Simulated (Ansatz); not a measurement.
CH₆BFN (doublet)

Input

```
crystal:
  periodic: [false, false, false]
  atoms:
    - symbol: C
      position_ang: [-0.455751, -1.489752, -0.718818]
    - symbol: B
      position_ang: [-0.516510, -0.547988, 0.548942]
    - symbol: F
      position_ang: [0.693052, 0.065114, 0.888856]
    - symbol: "N"
      position_ang: [-1.473265, 0.794513, 0.123040]
    - symbol: H
      position_ang: [0.472628, -1.643980, -1.283928]
    - symbol: H
      position_ang: [-1.289408, -2.123212, -1.049587]
    - symbol: H
      position_ang: [-1.134058, -0.999783, 1.516788]
    - symbol: H
      position_ang: [-2.424276, 0.514466, -0.125333]
    - symbol: H
      position_ang: [-1.519987, 1.454161, 0.904486]
    - symbol: H
      position_ang: [-1.057978, 1.273589, -0.680873]
basis:
  gaussian: {orbitals: def2-TZVPD}
magnetization: {spin_polarized: true, initial_magnetization: 1}
hamiltonian: {xc: {name: PBE0}}
output: {forces: true, orbitals: {seedname: orbitals}}
```

Launched as:

```sh
ansatz run input.yaml --threads 2 --pin off --max-ram 4350MiB --events-out events.jsonl --progress --plain --runs-dir runs
```

Geometry: B3LYP-D3(BJ)/def2-SVP.

Method: Ansatz, isolated molecule in a Gaussian basis; Kohn-Sham density functional theory, functional PBE0.

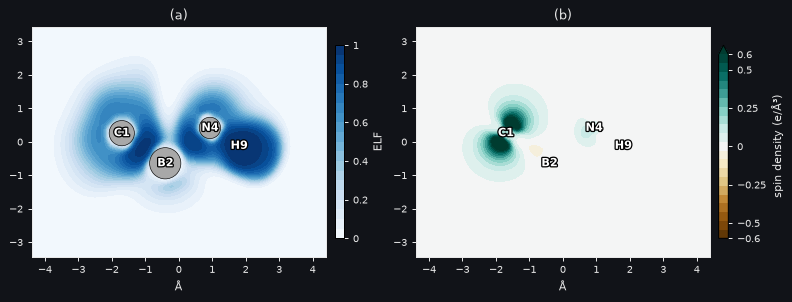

Figure 1. (a) electron localisation function; (b) spin density on the plane of atoms B2, N4 and H9. Grey discs cover the atomic cores in the ELF map.

Question: Describe what can be read from this map.

Answer:
- The section cuts through C, B, N and H sites.
- C–B (1.58 Å): the ELF peaks at about 0.95 between the atoms: localised, covalent bonding.
- B–N (1.70 Å): the ELF peaks at about 0.95 between the atoms, as expected for a polar covalent bond.
- N–H (1.02 Å): the ELF climbs to about 1 towards the hydrogen, as it does in any bond to H; an ordinary covalent bond to hydrogen.
- The unpaired spin (1 electron) lies mostly on C1 (about 0.7) and B2 (about 0.1), in electrons by Hirshfeld's partition.

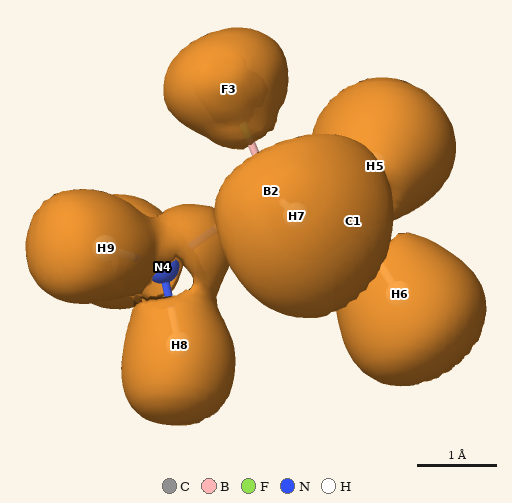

Figure 2. Isosurface of the ELF at 0.75 (orange), seen at a tilt. Only the valence region is drawn (cores and ρ < 0.01 e/Å³ removed).

Question: Identify the bonds, lone pairs and shells in this picture.

Answer: The ELF exceeds this value in one region between bonded B–C atoms (shared pairs), three regions around hydrogen nuclei, one region on F in which the atom's valence shell and bonds are merged and one joined region spread over several atoms (H, N), in which their bonds and any lone pairs are merged.


B–F (1.40 Å): the ELF peaks at about 0.85 between the atoms (a shared but strongly polarised pair).

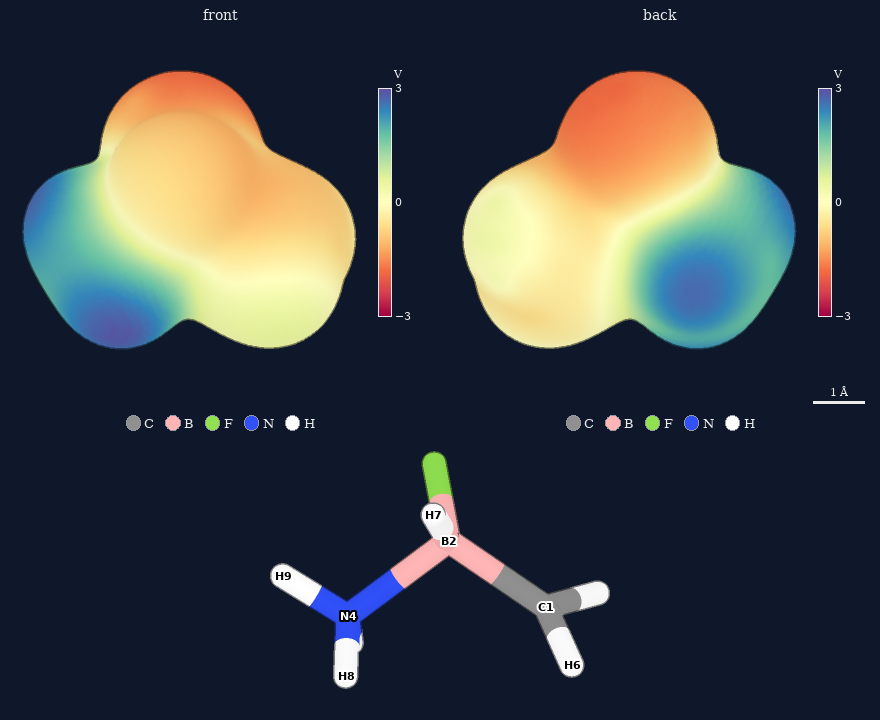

Figure 3. The molecular electrostatic potential painted on the density surface at 0.002 e/bohr³, seen from the front and from behind; the colour scale runs from red (negative) to blue (positive). The bare structure is drawn below in the same view.

Question: Which sites attract a positive test charge, and which a negative one?

Answer: A positive charge is drawn to the negative regions and a negative charge to the positive ones. The most negative region (about −1.8 V, or −42 kcal/mol for a unit charge) lies over F3, the most positive (about +2.9 V, or +67 kcal/mol for a unit charge) over H8.

Question: How polar is the molecule by this calculation?

Answer: Its dipole moment is 5.18 D.

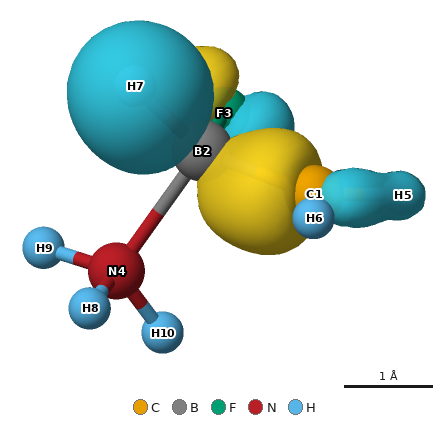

Figure 4. The HOMO (β) at ±0.2 Å⁻³ᐟ² (yellow and cyan are the two phases), seen at a tilt.

Question: What is the character of this orbital?

Answer: It lies mainly on H7 (about 25 %), B2 (about 25 %), F3 (about 20 %) and C1 (about 20 %). Its energy is −7.75 eV.
